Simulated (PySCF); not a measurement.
# HCl (hydrogen chloride) at r2SCAN/6-31G

Aim: the vertical singlet–triplet gap of HCl (hydrogen chloride) at r2SCAN/6-31G, from 2 runs. Input form: a Python script.

The results are computed with PySCF 2.14.0.

12 further runs of the same task are left out: 3 that didn't finish, 9 set aside as unsound or not needed.

### Step 1. The structure to begin with

The species is HCl (2 atoms), meant as a singlet with charge 0. SMILES: `Cl`. The shape is that of a PBE0-D4/def2-TZVP optimisation.

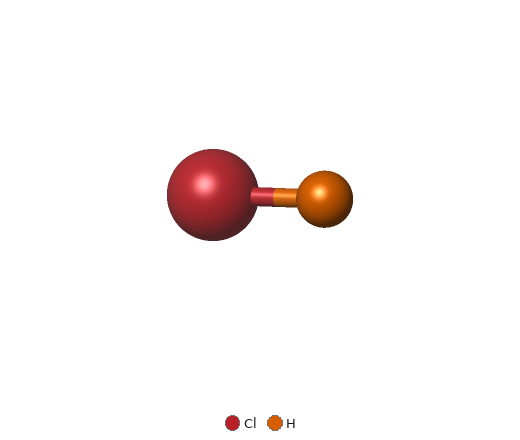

Viewed from a chosen angle; chlorine red, hydrogen orange.

### Step 2. A single-point energy at r2SCAN/6-31G

File run.py:

```python
# Cl
from pyscf import gto, dft

mol = gto.M(
    atom='Cl 0.546000 -0.178500 0.280800; H -0.546000 0.178500 -0.280800',
    basis='6-31g',
    max_memory=1860,
    verbose=4,
    spin=0,
)

mf = dft.RKS(mol, xc='r2scan')
mf.grids.level = 5
mf.conv_tol = 1e-10
mf.kernel()
if not mf.converged:
    mf = mf.newton().run(mf.mo_coeff, mf.mo_occ)

e_final = mf.e_tot
print('E(%s) = %.9f' % ('R2SCAN', e_final))
```

On the command line:

```sh
OMP_NUM_THREADS=1 python run.py
```

What it wrote:

```text
PySCF version 2.14.0

[INPUT] num. atoms = 2
[INPUT] num. electrons = 18
[INPUT] charge = 0
[INPUT] spin (= nelec alpha-beta = 2S) = 0
[INPUT] symmetry False subgroup None
[INPUT] Mole.unit = angstrom
[INPUT] Symbol           X                Y                Z      unit          X                Y                Z       unit  Magmom
[INPUT]  1 Cl     0.546000000000  -0.178500000000   0.280800000000 AA    1.031790464013  -0.337316113235   0.530635095778 Bohr   0.0
[INPUT]  2 H     -0.546000000000   0.178500000000  -0.280800000000 AA   -1.031790464013   0.337316113235  -0.530635095778 Bohr   0.0

nuclear repulsion = 7.03477695309743
number of shells = 9
number of NR pGTOs = 50
number of NR cGTOs = 15
basis = 6-31g
ecp = {}

******** <class 'pyscf.dft.rks.RKS'> ********
method = RKS
initial guess = minao
damping factor = 0
level_shift factor = 0
DIIS = <class 'pyscf.scf.diis.CDIIS'>
diis_start_cycle = 1
diis_space = 8
diis_damp = 0
SCF conv_tol = 1e-10
SCF conv_tol_grad = None
SCF max_cycles = 50
direct_scf = True
direct_scf_tol = 1e-13
XC library pyscf.dft.libxc version 7.0.0
    S. Lehtola, C. Steigemann, M. J.T. Oliveira, and M. A.L. Marques.,  SoftwareX 7, 1–5 (2018)
XC functionals = r2scan
    J. W. Furness, A. D. Kaplan, J. Ning, J. P. Perdew, and J. Sun.,  J. Phys. Chem. Lett. 11, 8208-8215 (2020)
    J. W. Furness, A. D. Kaplan, J. Ning, J. P. Perdew, and J. Sun.,  J. Phys. Chem. Lett. 11, 9248-9248 (2020)
    J. W. Furness, A. D. Kaplan, J. Ning, J. P. Perdew, and J. Sun.,  J. Phys. Chem. Lett. 11, 8208-8215 (2020)
    J. W. Furness, A. D. Kaplan, J. Ning, J. P. Perdew, and J. Sun.,  J. Phys. Chem. Lett. 11, 9248-9248 (2020)
radial grids:
    Treutler-Ahlrichs [JCP 102, 346 (1995); DOI:10.1063/1.469408] (M4) radial grids

becke partition: Becke, JCP 88, 2547 (1988); DOI:10.1063/1.454033
pruning grids: <function nwchem_prune>
grids dens level: 5
symmetrized grids: False
atomic radii adjust function: <function treutler_atomic_radii_adjust>
small_rho_cutoff = 0
Set gradient conv threshold to 1e-05
Initial guess from minao.
tot grids = 66592
init E= -460.715504037642
  HOMO = -0.355148241357685  LUMO = 0.0087725341607453  gap/eV = 9.90279
cycle= 1 E= -460.710083444569  delta_E= 0.00542  |g|= 0.21  |ddm|= 1.06
  HOMO = -0.261899696696033  LUMO = 0.00784835940334971  gap/eV = 7.34022
cycle= 2 E= -460.710580672076  delta_E= -0.000497  |g|= 0.221  |ddm|= 0.693
  HOMO = -0.306224608528819  LUMO = -0.00147875135527287  gap/eV = 8.29256
cycle= 3 E= -460.72695147064  delta_E= -0.0164  |g|= 0.00487  |ddm|= 0.35
  HOMO = -0.30458340809374  LUMO = 0.000443194383566214  gap/eV = 8.30020
cycle= 4 E= -460.726960297543  delta_E= -8.83e-06  |g|= 0.000784  |ddm|= 0.0101
  HOMO = -0.304843138347549  LUMO = 1.70035853308548e-05  gap/eV = 8.29567
cycle= 5 E= -460.726960601877  delta_E= -3.04e-07  |g|= 4.84e-05  |ddm|= 0.00203
  HOMO = -0.304849019715645  LUMO = 9.81710143688197e-06  gap/eV = 8.29563
cycle= 6 E= -460.726960602749  delta_E= -8.72e-10  |g|= 5.96e-07  |ddm|= 6.57e-05
  HOMO = -0.304849029422915  LUMO = 1.01267128833626e-05  gap/eV = 8.29564
cycle= 7 E= -460.72696060275  delta_E= -8.53e-13  |g|= 4.85e-08  |ddm|= 1.24e-06
  HOMO = -0.304849027671889  LUMO = 1.00987939073427e-05  gap/eV = 8.29564
Extra cycle  E= -460.72696060275  delta_E= 5.68e-14  |g|= 2.46e-08  |ddm|= 1.09e-07
converged SCF energy = -460.72696060275
E(R2SCAN) = -460.726960603
```

It took 2 s on 1 thread of Arm Neoverse V1, shared host; peak memory 0.16 GiB.

### Step 3. The triplet

File calc.py:

```python
from pyscf import gto, dft

system = gto.M(
    atom='Cl 0.546000 -0.178500 0.280800; H -0.546000 0.178500 -0.280800',
    charge=0,
    basis='6-31g',
    spin=2,
    max_memory=1860,
    verbose=3,
)

myscf = dft.UKS(system)
myscf.xc = 'r2scan'
myscf.conv_tol = 1e-10
myscf.grids.level = 5
myscf.kernel()
if not myscf.converged:
    myscf = myscf.newton().run(myscf.mo_coeff, myscf.mo_occ)

energy = myscf.e_tot
print('E(%s) = %.9f' % ('R2SCAN', energy))
```

On the command line:

```sh
OMP_NUM_THREADS=1 python calc.py
```

What it wrote:

```text
WARN: HOMO 0.00877253416074342 >= LUMO -0.355148241357686

WARN: HOMO -0.0337854061347855 >= LUMO -0.339805405471247

WARN: HOMO -0.0351414724133837 >= LUMO -0.317541804815374

WARN: HOMO -0.0383136453670379 >= LUMO -0.319102793982234

WARN: HOMO -0.0377336432055442 >= LUMO -0.318581643926925

WARN: HOMO -0.0378071636875122 >= LUMO -0.318623504301807

WARN: HOMO -0.0378014279244585 >= LUMO -0.318620457250993

WARN: HOMO -0.0378012497505736 >= LUMO -0.318620332222881

WARN: HOMO -0.0378012426908482 >= LUMO -0.318620340628191

converged SCF energy = -460.439222978015  <S^2> = 2.0008448  2S+1 = 3.0005631
E(R2SCAN) = -460.439222978
```

It took 4.2 s on 1 thread of Arm Neoverse V1, shared host; peak memory 0.18 GiB.

### Step 4. Outcome

At r2SCAN/6-31G:

| quantity | value |
| --- | --- |
| singlet: total energy | -460.72696 Eh |
| singlet: dipole moment | 1.85 D |
| singlet: HOMO energy | -8.30 eV |
| singlet: LUMO energy | 0.00 eV |
| singlet: HOMO–LUMO gap | 8.30 eV |
| triplet: total energy | -460.43922 Eh |
| triplet: dipole moment | 1.55 D |
| triplet: HOMO energy (highest over α and β) | -1.03 eV |
| triplet: ⟨S²⟩ | 2.001 |
| vertical energy of the triplet above the singlet | 7.830 eV |

At this shape the triplet lies 7.83 eV (755 kJ/mol) above the singlet.
